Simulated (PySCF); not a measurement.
# Two runs on C₅H₅BF₂

System: C₅H₅BF₂, SMILES FB(F)C1C=CC=C1.
Method of the first run: GIAO PBE0/pcSseg-1 NMR shielding, non-relativistic, IEF-PCM water (PySCF 2.14.0).

The geometry comes from this level: B3LYP-D3(BJ)/def2-SVP. Text and figures count atoms from 1; the logs count them from 0 in places.

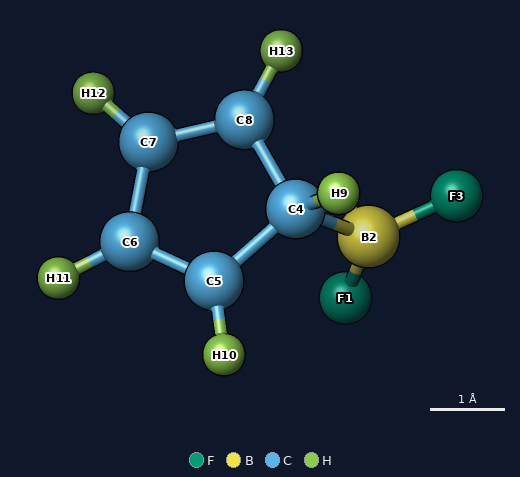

Fig. 1: The structure (ball-and-stick view, seen at a tilt; atoms are numbered from 1 in the order of the input). Bond lengths as drawn: B–C 1.58 Å, B–F 1.32 to 1.33 Å, C–C 1.36 to 1.51 Å and C–H 1.09 to 1.10 Å.

## Input file, the first run
```
{"job": {"kind": "nmr", "xc": "PBE0", "basis": "pcSseg-1", "solvent": "water", "pop": false}, "charge": 0, "multiplicity": 1}
F      1.617091     0.345890    -1.810751
B      1.757693     0.191967    -0.506377
F      2.904911     0.599119     0.018994
C      0.622276    -0.399860     0.417032
C     -0.408785    -1.184005    -0.329270
C     -1.552622    -0.458197    -0.407840
C     -1.374198     0.800387     0.309572
C     -0.122900     0.847031     0.835578
H      1.097226    -0.932582     1.259575
H     -0.224120    -2.159384    -0.780108
H     -2.465730    -0.751743    -0.927929
H     -2.138354     1.572809     0.410987
H      0.311667     1.645687     1.437152
```

The first line tells a small driver script what to run in PySCF; the rest is the geometry in Å.

Command:
```bash
OMP_NUM_THREADS=1 python <driver script> task.json out
```

Hardware: 1 CPU thread, shared host.

## Output (the first run)
```
coarse grid: 11792 points
cycle   1  E = -417.5502339496  dE =  1.153e+00  |g| = 6.465e-01  |ddm| = 3.318e+00
cycle   2  E = -417.5077852973  dE =  4.245e-02  |g| = 8.649e-01  |ddm| = 8.594e-01
cycle   3  E = -417.6249448573  dE = -1.172e-01  |g| = 5.641e-02  |ddm| = 4.674e-01
cycle   4  E = -417.6254406885  dE = -4.958e-04  |g| = 3.301e-02  |ddm| = 6.490e-02
cycle   5  E = -417.6256911809  dE = -2.505e-04  |g| = 7.337e-03  |ddm| = 2.849e-02
cycle   6  E = -417.6257022794  dE = -1.110e-05  |g| = 3.014e-03  |ddm| = 7.248e-03
cycle   7  E = -417.6257045019  dE = -2.223e-06  |g| = 1.530e-04  |ddm| = 2.475e-03
final grid: 117320 points
cycle   8  E = -417.6813969355  dE = -5.546e-05  |g| = 6.206e-03  |ddm| = 2.985e-02
cycle   9  E = -417.6813954668  dE =  1.469e-06  |g| = 6.738e-03  |ddm| = 1.064e-02
cycle  10  E = -417.6814066346  dE = -1.117e-05  |g| = 3.156e-04  |ddm| = 5.538e-03
cycle  11  E = -417.6814066530  dE = -1.840e-08  |g| = 1.405e-04  |ddm| = 3.697e-04
cycle  12  E = -417.6814066562  dE = -3.217e-09  |g| = 6.436e-05  |ddm| = 1.321e-04
cycle  13  E = -417.6814066570  dE = -8.054e-10  |g| = 1.141e-05  |ddm| = 4.771e-05
converged SCF energy = -417.6814066570

GIAO shielding tensors (ppm)
atom      isotropic    diamagn.    paramagn.     s11        s22        s33       span
  0 F      266.124     468.967    -202.844    116.284    309.946    372.140    255.855
  1 B       73.259     194.053    -120.794     45.932     81.210     92.633     46.700
  2 F      239.612     467.344    -227.732     61.400    303.196    354.241    292.841
  3 C      133.731     253.754    -120.022    116.932    134.676    149.586     32.654
  4 C       38.437     254.153    -215.716    -71.282     30.119    156.475    227.756
  5 C       40.408     253.654    -213.246    -63.189     38.874    145.540    208.729
  6 C       38.926     253.143    -214.217    -65.588     35.549    146.818    212.407
  7 C       47.861     255.612    -207.751    -57.608     50.632    150.559    208.167
  8 H       27.277      29.298      -2.021     23.039     25.453     33.338     10.300
  9 H       24.108      30.670      -6.562     22.769     23.817     25.739      2.970
 10 H       24.033      30.337      -6.304     22.571     22.951     26.577      4.005
 11 H       24.006      30.323      -6.317     22.440     22.754     26.824      4.384
 12 H       24.484      31.140      -6.656     22.581     24.489     26.382      3.802
```

For the second run the input was changed thus:
```diff
-F      1.617091     0.345890    -1.810751
-B      1.757693     0.191967    -0.506377
-F      2.904911     0.599119     0.018994
-C      0.622276    -0.399860     0.417032
-C     -0.408785    -1.184005    -0.329270
-C     -1.552622    -0.458197    -0.407840
-C     -1.374198     0.800387     0.309572
-C     -0.122900     0.847031     0.835578
-H      1.097226    -0.932582     1.259575
-H     -0.224120    -2.159384    -0.780108
-H     -2.465730    -0.751743    -0.927929
-H     -2.138354     1.572809     0.410987
-H      0.311667     1.645687     1.437152
+F      1.126728     0.581574    -1.707764
+B      1.354749     0.502093    -0.399015
+F      2.572819     0.865081     0.020689
+C      0.554227    -0.675157     0.619639
+C     -0.440829    -1.340316    -0.145626
+C     -1.468410    -0.436858    -0.450736
+C     -1.159566     0.807687     0.116584
+C      0.087382     0.717329     0.790078
+H      1.326484    -1.147942     1.227373
+H     -0.365932    -2.366172    -0.507708
+H     -2.323703    -0.644401    -1.093793
+H     -1.734653     1.725671    -0.008490
+H      0.470705     1.411409     1.538770
```

Predict how the results change.

With the same method and basis, the second run lies 5.4 kcal/mol higher. The HOMO goes from −6.69 to −7.28 eV. The LUMO goes from −0.85 to −1.47 eV. The dipole moment goes from 1.56 to 2.22 D. Of all shieldings, the largest change is that of F1, by +75.1 ppm. The number of SCF iterations is the same.

## Output (the second run)
```
coarse grid: 11792 points
cycle   1  E = -417.5455202829  dE =  1.285e+00  |g| = 6.498e-01  |ddm| = 3.342e+00
cycle   2  E = -417.4999822836  dE =  4.554e-02  |g| = 8.788e-01  |ddm| = 8.874e-01
cycle   3  E = -417.6185360041  dE = -1.186e-01  |g| = 6.075e-02  |ddm| = 4.963e-01
cycle   4  E = -417.6191945896  dE = -6.586e-04  |g| = 3.326e-02  |ddm| = 8.582e-02
cycle   5  E = -417.6194534657  dE = -2.589e-04  |g| = 7.027e-03  |ddm| = 3.244e-02
cycle   6  E = -417.6194650210  dE = -1.156e-05  |g| = 2.286e-03  |ddm| = 7.813e-03
cycle   7  E = -417.6194663029  dE = -1.282e-06  |g| = 2.258e-04  |ddm| = 2.195e-03
final grid: 117320 points
cycle   8  E = -417.6727519306  dE = -5.607e-05  |g| = 6.376e-03  |ddm| = 2.932e-02
cycle   9  E = -417.6727503170  dE =  1.614e-06  |g| = 6.900e-03  |ddm| = 1.176e-02
cycle  10  E = -417.6727619667  dE = -1.165e-05  |g| = 4.917e-04  |ddm| = 5.987e-03
cycle  11  E = -417.6727620047  dE = -3.795e-08  |g| = 2.716e-04  |ddm| = 6.954e-04
cycle  12  E = -417.6727620211  dE = -1.643e-08  |g| = 6.614e-05  |ddm| = 2.858e-04
cycle  13  E = -417.6727620221  dE = -9.962e-10  |g| = 1.967e-05  |ddm| = 6.293e-05
converged SCF energy = -417.6727620221

GIAO shielding tensors (ppm)
atom      isotropic    diamagn.    paramagn.     s11        s22        s33       span
  0 F      341.206     468.507    -127.301    273.314    370.240    380.062    106.748
  1 B       80.931     192.867    -111.936     47.196     84.504    111.093     63.897
  2 F      234.366     467.496    -233.130     53.477    304.463    345.158    291.681
  3 C       94.988     256.600    -161.613     40.445     83.442    161.077    120.632
  4 C       24.720     251.818    -227.098    -73.543    -14.169    161.873    235.416
  5 C       45.242     253.594    -208.351    -41.590     19.723    157.595    199.184
  6 C       24.787     251.825    -227.038    -73.368    -14.115    161.844    235.211
  7 C       94.691     256.619    -161.929     39.910     82.994    161.167    121.257
  8 H       25.230      30.816      -5.586     21.663     25.690     28.339      6.676
  9 H       23.244      30.093      -6.849     21.432     22.750     25.550      4.118
 10 H       23.719      30.018      -6.299     22.064     24.253     24.840      2.776
 11 H       23.248      30.099      -6.851     21.434     22.749     25.562      4.128
 12 H       25.221      30.836      -5.615     21.664     25.695     28.304      6.640
```

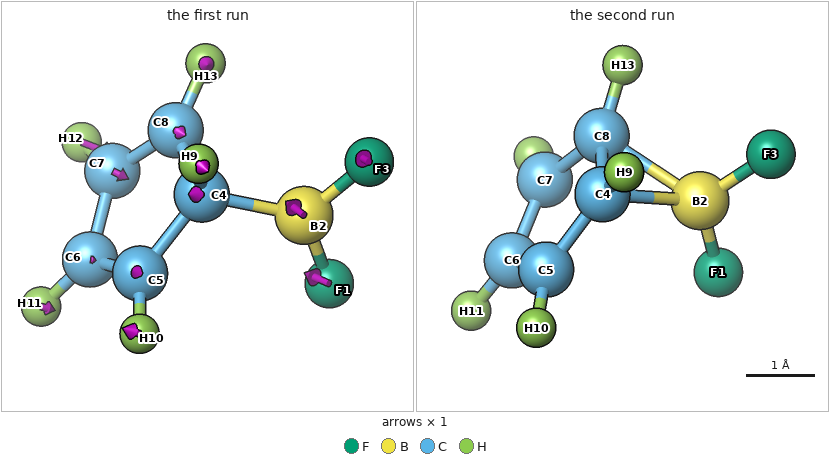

Fig. 2: The two input geometries at one scale (ball-and-stick view, seen at a tilt). The pink arrows on the first give the shifts of the atoms after the best rigid fit, at true length. The atom that moves furthest after the best rigid fit is H12 (0.60 Å). Largest moves by element: H 0.60 Å, F 0.56 Å, B 0.53 Å, C 0.34 Å. Among the contacts that change: B2–C8 2.401 → 1.751 Å, B2–C4 1.579 → 1.751 Å, C4–C5 1.495 → 1.421 Å, C7–C8 1.358 → 1.420 Å.

## The two runs side by side

| quantity | the first run | the second run |
| --- | --- | --- |
| outcome | converged | converged |
| total energy (hartree) | −417.681407 | −417.672762 |
| HOMO (eV) | −6.69 | −7.28 |
| LUMO (eV) | −0.85 | −1.47 |
| dipole moment (D) | 1.56 | 2.22 |
| shielding of F1 (ppm) | 266.1 | 341.2 |
| shielding of B2 (ppm) | 73.3 | 80.9 |
| shielding of F3 (ppm) | 239.6 | 234.4 |
| shielding of C4 (ppm) | 133.7 | 95.0 |
| shielding of C5 (ppm) | 38.4 | 24.7 |
| shielding of C7 (ppm) | 38.9 | 24.8 |
| shielding of C8 (ppm) | 47.9 | 94.7 |
| SCF iterations | 13 | 13 |
| basis functions | 161 | 161 |
| wall time (shared host) | 12 s | 16 s |
